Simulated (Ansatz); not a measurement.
Phonon calculation of CH5NO2Si

The run: phonon calculation of CH5NO2Si. Method and program: RKS PBE0-D4/6-31G* (Ansatz 0.2.0).

It belongs to a series of runs on one base structure; here: vibrations at the highest image of the band. Figures and captions count atoms from 1; the log counts them from 0 in places.

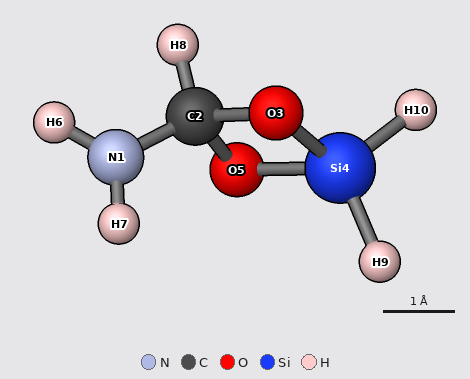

The input geometry (ball-and-stick view, seen at a tilt; atoms are numbered from 1 in the order of the input).

## Input file
```yaml
crystal:
  periodic: [false, false, false]
  atoms:
    - { symbol: "N", position_ang: [-0.794664, 1.060397, 1.070837] }
    - { symbol: C, position_ang: [0.246091, 0.546161, 0.33148] }
    - { symbol: O, position_ang: [0.552652, -0.846607, 0.619795] }
    - { symbol: Si, position_ang: [0.385946, -1.186193, -1.01155] }
    - { symbol: O, position_ang: [-0.031171, 0.433674, -1.092348] }
    - { symbol: H, position_ang: [-0.673179, 1.876811, 1.640072] }
    - { symbol: H, position_ang: [-1.697749, 0.618135, 1.047666] }
    - { symbol: H, position_ang: [1.138862, 1.160772, 0.486694] }
    - { symbol: H, position_ang: [-0.68442, -2.155923, -1.371737] }
    - { symbol: H, position_ang: [1.640731, -1.558427, -1.71781] }
basis:
  gaussian: { orbitals: "6-31G*" }
hamiltonian:
  xc: pbe0
  dispersion: d4
phonons: {}
```

Launched with:
```bash
ansatz run input.yaml --threads 1 --pin off --max-ram 2048MiB --backend cpu --events-out ev --progress --plain --runs-dir out
```

## Log
```
Engine: ansatz 0.2.0, aarch64-unknown-linux-gnu
Functional definition: PBE0
  parameter a = 0.25
  parameter kappa = 0.804
  parameter beta = 0.06672455060314922
  exchange = (1 - a)*pbe_x(kappa = kappa, mu = beta*pi^2/3) + a*exact_x
  correlation = pbe_c(beta = beta)
944 factors; integrals over basis functions are off by at most 4.5e-4 eV
mean field evaluation 1: about -14562.8012 eV, gradient 6.3e1 eV
mean field evaluation 2: about -14555.6934 eV, gradient 8.7e1 eV
mean field evaluation 4: about -14569.7846 eV, gradient 2.8e0 eV
mean field evaluation 8: about -14569.8274 eV, gradient 2.4e-2 eV
mean field evaluation 16: about -14569.8274 eV, gradient 1.0e-5 eV
mean field -14569.82737353 eV, -535.4312801934 hartree, gradient 1.0e-5 eV, S^2 0.000000; 0 other end points of the search recorded, 0 dependent functions left out
the calculation of the forces begins
reference -14569.82739767 eV, -535.4312810807 hartree; 24, 24 occupied and 65, 65 virtual orbitals, 944 factors
these checks for a lower state are left out or cut short: stability, starts, cluster_reference, orbital_swaps, neighbouring_geometries, increment
944 factors; integrals over basis functions are off by at most 4.5e-4 eV
mean field -14569.82717892 eV, -535.4312730417 hartree, gradient 2.6e-6 eV, S^2 0.000000; 0 other end points of the search recorded, 0 dependent functions left out
[... from here on the field's lines of each further geometry are left out, up to the last ...]
the calculation of the forces begins
reference -14569.82737881 eV, -535.4312803875 hartree; 24, 24 occupied and 65, 65 virtual orbitals, 944 factors
these checks for a lower state are left out or cut short: stability, starts, cluster_reference, orbital_swaps, neighbouring_geometries, increment
944 factors; integrals over basis functions are off by at most 4.5e-4 eV
mean field -14569.82735697 eV, -535.4312795851 hartree, gradient 2.6e-6 eV, S^2 0.000000; 0 other end points of the search recorded, 0 dependent functions left out
the calculation of the forces begins
reference -14569.82738111 eV, -535.4312804723 hartree; 24, 24 occupied and 65, 65 virtual orbitals, 944 factors
WARN: phonons: modes at or below zero, which the zero-point energy, F, S and C_V leave out: 1, the lowest at -554.22 cm⁻¹. A minimum has none, and a first-order saddle one
Total energy: -14569.99380648 eV, -535.4373964915 hartree
Atom 0 at    -0.794664     1.060397     1.070837 Å, force     0.015824    -0.000282    -0.005583 eV/Å
Atom 1 at     0.246091     0.546161     0.331480 Å, force    -0.005706    -0.014655    -0.009086 eV/Å
Atom 2 at     0.552652    -0.846607     0.619795 Å, force    -0.000439     0.008309     0.005062 eV/Å
Atom 3 at     0.385946    -1.186193    -1.011550 Å, force    -0.005889    -0.003813    -0.001251 eV/Å
Atom 4 at    -0.031171     0.433674    -1.092348 Å, force     0.000205     0.006896     0.006712 eV/Å
Atom 5 at    -0.673179     1.876811     1.640072 Å, force    -0.003626    -0.000841     0.000564 eV/Å
Atom 6 at    -1.697749     0.618135     1.047666 Å, force    -0.002588    -0.000032     0.000909 eV/Å
Atom 7 at     1.138862     1.160772     0.486694 Å, force    -0.001299     0.000381     0.000737 eV/Å
Atom 8 at    -0.684420    -2.155923    -1.371737 Å, force     0.000516     0.000773     0.000447 eV/Å
Atom 9 at     1.640731    -1.558427    -1.717810 Å, force     0.003002     0.003265     0.001489 eV/Å
Dipole moment:    -0.126110     0.112660     0.127173 e Å
Vibrations: -554.22 162.66 194.45 490.78 524.58 540.52 664.85 722.27 722.44 807.58 897.12 955.15 1014.60 1046.81 1195.75 1290.95 1292.74 1483.61 1664.93 2267.42 2275.78 3116.97 3674.32 3807.66 cm⁻¹, zero-point energy 1.910222 eV
```

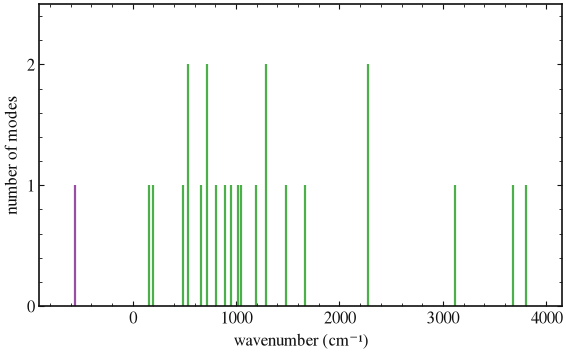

Harmonic vibrational wavenumbers from the force constants; neighbouring modes closer than 20 cm⁻¹ are counted in one stick, and imaginary ones are drawn at negative wavenumbers. 24 modes from 554i to 3808 cm⁻¹, 1 imaginary beyond 8i (554i cm⁻¹): a first-order saddle point, if the geometry is stationary.

## Summary

```csv
quantity,value
outcome,converged
total energy,−14569.9938 eV
mean-field energy,−14569.8274 eV
largest force (length of the vector),0.018 eV/Å
hardware,"1 thread of Arm Neoverse V1, 24 GiB of memory available, shared host"
wall time,3.2 min
peak memory,0.18 GiB
```
